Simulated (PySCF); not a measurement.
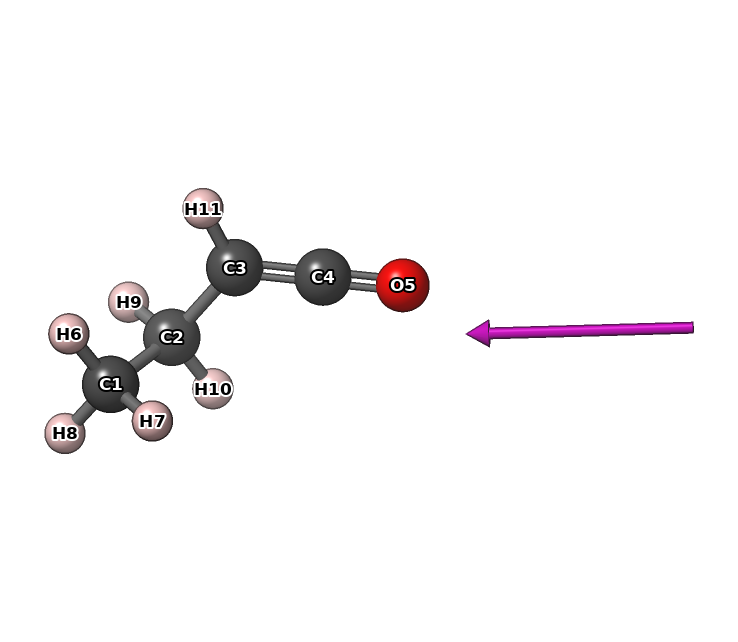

The arrow beside the molecule shows the direction of the dipole moment, from the negative to the positive end (its length means nothing). The geometry was computed by an optimisation with GFN2-xTB. No frequency run is at hand to confirm it as a minimum. Level of theory: ωB97X-D/def2-SVPD, gas phase (PySCF 2.14.0).

How large is the dipole moment?

Answer. 2.13 D; it points from the side of O5 to the side of H8 (the outermost atoms at the two ends).
